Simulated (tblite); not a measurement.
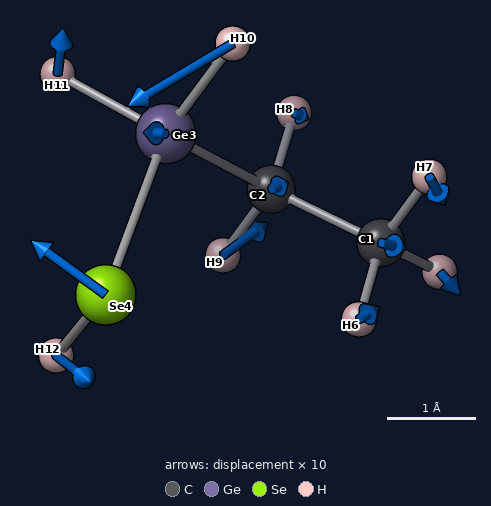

This is a relaxation of C2H8GeSe. The starting structure is drawn; blue arrows show the displacements, 10 times their true length. The two geometries are superimposed by the best rigid fit.

Style: ball-and-stick. Shown at a tilt.

These are results of GFN2-xTB geometry optimisation, gas phase in tblite, not measurements. 

> Which element moves most?

Hydrogen: up to 0.15 Å, against 0.11 Å for selenium.

> What did the optimiser do to the structure, and how much energy did it gain?

The atom that moves furthest after the best rigid fit is an H atom (0.15 Å). By element the largest moves are H 0.15 Å, Se 0.11 Å, C 0.05 Å, Ge 0.04 Å. Some distances before and after: H–Se 1.542 → 1.439 Å, Ge–H 1.552 → 1.510 Å, C–H 1.114 → 1.089 Å, C–Ge 1.969 → 1.993 Å. Among the angles between lasting bonds that change: Se–Ge–H 110.0° → 104.9°, Ge–Se–H 90.1° → 93.7°, C–Ge–H 108.9° → 112.1°. The energy falls by 15.4 kJ/mol in 36 geometry steps.
